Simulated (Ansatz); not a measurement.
Breaking the Sn1–I3 bond in HISn (SMILES [SnH][I]) (multiplicity 1 held, fragments rigid). Energies count from the point at 2.758 Å.
Geometry at that point (charge 0, multiplicity 1):
```xyz
3

Sn     0.45233     0.91500     0.96540
H      0.73029     2.17687    -0.26341
I     -0.44050    -0.90428    -0.90578
```

U- levels take the lowest unrestricted solution at each point, which mixes spins at long bonds. Active spaces are followed from a long bond inwards. Levels need not reach the same state.

Correlated levels freeze the cores. Filled d and f shells under p-block atoms count as core.

Codes used: Ansatz (Gaussian orbitals).  In def2 rows elements past Kr take small-core potentials, without spin–orbit coupling.

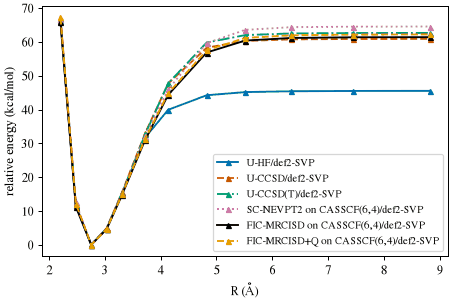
Fig. 1. Relative energy along the coordinate

### Question
Read off the U-HF/def2-SVP curve at R = 4.137.

### Answer
about 40 kcal/mol

Doubts at one or more of the structures used: a spin-contaminated determinant (U-HF/def2-SVP, U-CCSD/def2-SVP, U-CCSD(T)/def2-SVP); T1 above 0.05 (U-CCSD/def2-SVP, U-CCSD(T)/def2-SVP); active orbitals that take no part (SC-NEVPT2 on CASSCF(6,4)/def2-SVP, FIC-MRCISD on CASSCF(6,4)/def2-SVP, FIC-MRCISD+Q on CASSCF(6,4)/def2-SVP).

Ansatz is a program for electronic structure.
